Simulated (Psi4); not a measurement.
**[SiH3]+ (SMILES [SiH3+]): DLPNO-MP2/cc-pVDZ-F12 (density fitting, density fitting for correlation, pno convergence loose)**

Aim: the energy change on altering one bond length of [SiH3]+ at DLPNO-MP2/cc-pVDZ-F12 (density fitting, density fitting for correlation, pno convergence loose), from 2 runs. 

Program for the calculation: Psi4 1.11.

8 further runs of the same task are left out: 2 that didn't finish, 6 set aside as unsound or not needed.

### Step 1. The molecule

[SiH3]+ has 4 atoms, charge +1, and is taken as a singlet. As SMILES, `[SiH3+]`. The shape is that of a PBE0-D4/def2-TZVP optimisation.

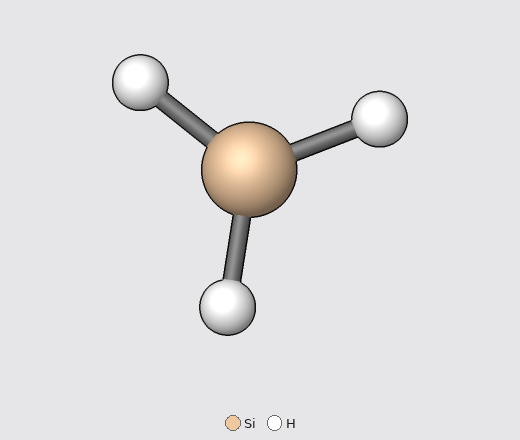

The structure, seen from a chosen angle (silicon light orange, hydrogen white).

### Step 2. A single-point energy at DLPNO-MP2/cc-pVDZ-F12 (density fitting, density fitting for correlation, pno convergence loose)

The input, job.in:

```
memory 1.6 GB

molecule {
  1 1
  Si     0.00000000     0.00000000     0.00000000
  H      1.29805288     1.27632102     2.10326518
  H     -0.22374357    -2.77260617    -0.01870829
  H     -1.07430930     1.49609617    -2.08455689
  units au
  symmetry c1
  no_reorient
  no_com
}

set globals {
  scf_type df
  freeze_core true
  pno_convergence loose
}

E, wfn = energy('dlpno-mp2/cc-pVDZ-F12', return_wfn=True)
```

On the command line:

```sh
$ psi4 -n 1 job.in job.out
```

job.out, shortened:

```text
[...]
  Running in c1 symmetry.
[...]
  Nuclear repulsion =   15.721450090916820
[...]
  Multiplicity = 1
[...]
  Nalpha       = 8
  Nbeta        = 8
[...]
    Number of basis functions: 66
[...]
   @DF-RHF iter   1:  -290.33003641053637   -2.25684e-01   2.77552e-03 ADIIS/DIIS
[...]
    Orbital Energies [Eh]
    ---------------------
    Doubly Occupied:
       1A    -69.117432     2A     -6.462601     3A     -4.569251
       4A     -4.565400     5A     -4.565399     6A     -0.986659
       7A     -0.774890     8A     -0.774880
[...]
  @DF-RHF Final Energy:  -290.36345748200381
   => Energetics <=
    Nuclear Repulsion Energy =             15.7214500909168198
    One-Electron Energy =                -428.5367895002662522
    Two-Electron Energy =                 122.4518819273455819
    Total Energy =                       -290.3634574820038097
[...]
 Multipole Moments:
 ------------------------------------------------------------------------------------
     Multipole            Electronic (a.u.)      Nuclear  (a.u.)        Total (a.u.)
 ------------------------------------------------------------------------------------
 L = 1.  Multiply by 2.5417464519 to convert [e a0] to [Debye]
 Dipole X            :         -0.0000023            0.0000000           -0.0000023
 Dipole Y            :          0.0002261           -0.0001890            0.0000372
 Dipole Z            :         -0.0000052            0.0000000           -0.0000052
 Magnitude           :                                                    0.0000376
[...]
  @LMP2 iter   3:  -0.091557223415 -7.444e-08  2.453e-07
[...]
```

Wall time 1.2 s (1 thread of AMD EPYC 9R45 (Zen 5), shared host); peak memory 0.27 GiB.

### Step 3. The distorted shape at the same level

The input, h3si.inp:

```
memory 1.6 GB

molecule geom {
  1 1
  Si    -0.274764    -0.270164    -0.445207
  H      0.686900     0.675400     1.113000
  H     -0.393164    -1.737364    -0.455107
  H     -0.843264     0.521536    -1.548307
  symmetry c1
  no_reorient
  no_com
}

set globals {
  scf_type        df
  freeze_core     true
  pno_convergence loose
}

energy('dlpno-mp2/cc-pVDZ-F12')
print_variables()
```

On the command line:

```sh
$ psi4 h3si.inp h3si.out -n 1
```

h3si.out, shortened:

```text
[...]
  Running in c1 symmetry.
[...]
  Nuclear repulsion =   14.212671119678395
[...]
  Multiplicity = 1
[...]
  Nalpha       = 8
  Nbeta        = 8
[...]
    Number of basis functions: 66
[...]
   @DF-RHF iter   1:  -290.26160657517045   -3.13720e-01   2.73023e-03 ADIIS/DIIS
[...]
    Orbital Energies [Eh]
    ---------------------
    Doubly Occupied:
       1A    -69.137188     2A     -6.476211     3A     -4.582908
       4A     -4.579216     5A     -4.578527     6A     -0.960659
       7A     -0.774762     8A     -0.673460
[...]
  @DF-RHF Final Energy:  -290.29504967518204
   => Energetics <=
    Nuclear Repulsion Energy =             14.2126711196783955
    One-Electron Energy =                -425.4895804855593724
    Two-Electron Energy =                 120.9818596906988830
    Total Energy =                       -290.2950496751820992
[...]
 Multipole Moments:
 ------------------------------------------------------------------------------------
     Multipole            Electronic (a.u.)      Nuclear  (a.u.)        Total (a.u.)
 ------------------------------------------------------------------------------------
 L = 1.  Multiply by 2.5417464519 to convert [e a0] to [Debye]
 Dipole X            :          7.8510971           -8.3076593           -0.4565623
 Dipole Y            :          7.7198653           -8.1687645           -0.4488992
 Dipole Z            :         12.7213292          -13.4611088           -0.7397796
 Magnitude           :                                                    0.9783831
[...]
  @LMP2 iter   3:  -0.096446713543 -1.798e-07  4.105e-07
[...]
```

Wall time 1.2 s (1 thread of AMD EPYC 9R45 (Zen 5), shared host); peak memory 0.27 GiB.

### Step 4. Summary of results

Level: DLPNO-MP2/cc-pVDZ-F12 (density fitting, density fitting for correlation, pno convergence loose), 5 core orbitals frozen.

```
                                                          quantity          value
                                         first shape: total energy  -290.45504 Eh
                  first shape: HOMO energy (Hartree–Fock orbitals)      -21.09 eV
                  first shape: LUMO energy (Hartree–Fock orbitals)       -6.65 eV
                first shape: HOMO–LUMO gap (Hartree–Fock orbitals)       14.43 eV
          first shape: correlation energy (5 core orbitals frozen)      -91.6 mEh
                                     distorted shape: total energy  -290.39152 Eh
              distorted shape: HOMO energy (Hartree–Fock orbitals)      -18.33 eV
              distorted shape: LUMO energy (Hartree–Fock orbitals)       -6.57 eV
            distorted shape: HOMO–LUMO gap (Hartree–Fock orbitals)       11.75 eV
      distorted shape: correlation energy (5 core orbitals frozen)      -96.5 mEh
energy change with the Si1–H2 bond stretched from 1.472 to 2.061 Å       1.729 eV
```

With the Si1–H2 bond stretched from 1.472 to 2.061 Å the energy rises by 1.73 eV (40 kcal/mol). The first shape isn't relaxed at this level, so the change isn't measured from a minimum.
